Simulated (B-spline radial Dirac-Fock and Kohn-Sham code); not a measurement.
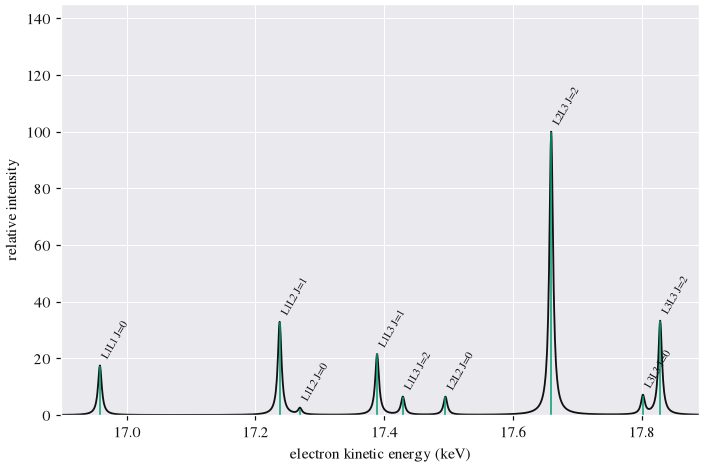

The Auger multiplet of a K hole with both final holes in L123, lines labelled by the leading pair of holes and J, broadened by 7.0 eV full width. Kinetic energies count from the vacuum level; very weak lines are left out. Lines are named by their largest jj component, which in light atoms can differ from the customary names. System: palladium in charge state +4 (Pd⁴⁺) in the configuration [Kr] 4d6, inside a Watson sphere of charge −4 and radius 2 Å that stands in for a crystal. Level of theory: Dirac–Fock ΔSCF energies in intermediate coupling of the two holes, Coulomb rates, valence shells as spectators; calculated with a radial B-spline solver.

> Which line is strongest?

K-L2L3 J=2 at 17.66 keV, 44 % of the multiplet.

> How wide is the K level from this decay?

0.770 eV from this multiplet.

> Which of the lines shown has the highest kinetic energy, and why?

K-L3L3 J=2 at 17.83 keV: its two-hole final state is the least tightly bound of those shown, so the most energy is left to the electron.
